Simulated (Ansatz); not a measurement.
## Hypothetical CdI2 type CeO2: pressure series

The reference is CeO₂ in the CdI2 type structure (space group P-3m1, No. 164; a hypothetical phase, not in the database extracts checked).

```
CeO2
1.0
    3.60166     0.00000     0.00000
   -1.80083     3.11913     0.00000
    0.00000     0.00000     4.52302
Ce O
1 2
Direct
  0.00000   0.00000   0.00000
  0.33333   0.66667   0.20033
  0.66667   0.33333   0.79967
```

Cell and atoms are relaxed at each pressure.

Calculations: Ansatz (a program for electronic structure), PBE-D3(BJ), PAW, cutoff 420 eV, no spin-orbit coupling, earlier PAW set.

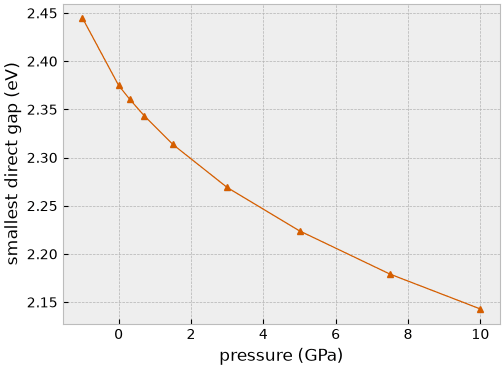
Figure. Smallest direct gap against pressure

```tsv
pressure (GPa)	smallest direct gap
-1	2.44 eV
0.3	2.36 eV
0.7	2.34 eV
1.5	2.31 eV
3	2.27 eV
5	2.22 eV
7.5	2.18 eV
10	2.14 eV
```

Load acts through the strain it causes; cell and atoms are relaxed under it. Whether these cells are dynamically stable was not tested. Competing high-pressure phases were not computed. Seeded moments were not kept for the base. The final runs are not spin-polarised.
